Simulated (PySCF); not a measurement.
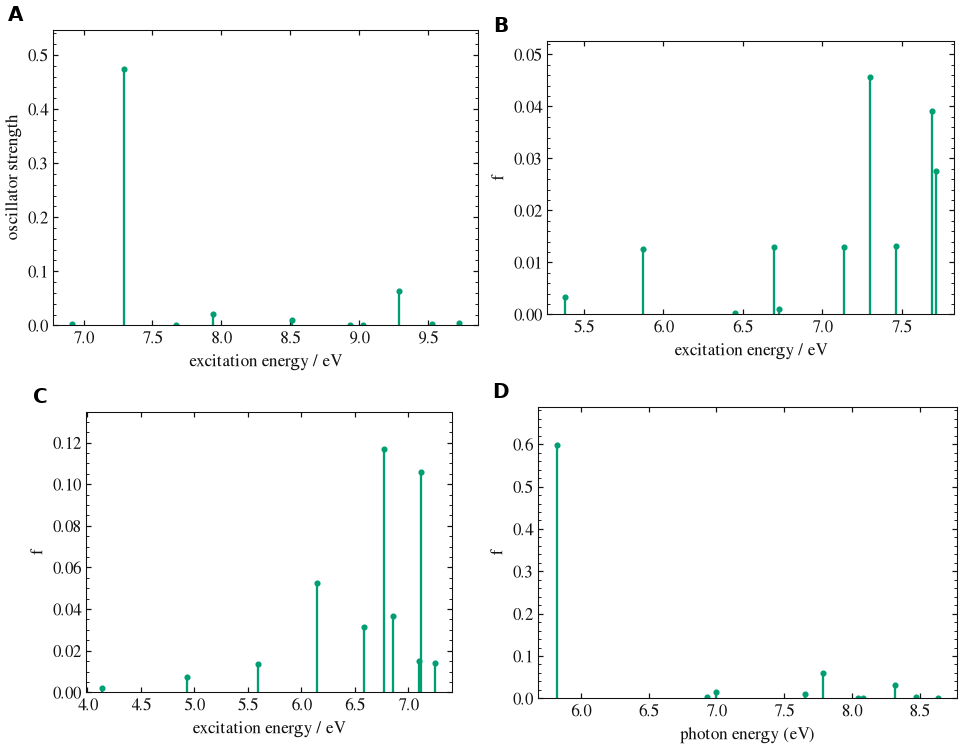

Vertical TDDFT excitations, ωB97X-D/def2-SVPD in PySCF 2.14.0, at a PBE0-D3(BJ)/def2-SVP geometry (no frequency check), gas phase. Each panel shows the lowest singlet states that were computed.

### Assign the panels.
1. C₄H₈FPSi, SMILES C[SiH](C)P1C=C1F
2. C₄H₇F, SMILES C/C=C(\C)F
3. C₁₀H₁₅B, SMILES C#C[C@@H]1CC[C@H]2B[C@@H]1CCC2
4. C₅H₇F, SMILES C=C(C)C(=C)F

A: 2 (S1 at 6.92 eV, brightest at 7.30 eV)
B: 3 (S1 at 5.38 eV, brightest at 7.30 eV)
C: 1 (S1 at 4.14 eV, brightest at 6.77 eV)
D: 4 (S1 at 5.82 eV, brightest at 5.82 eV)

Limits of at least one run: core orbitals are frozen in the response; one conformer of a flexible molecule; states above the negative HOMO energy depend on the basis.
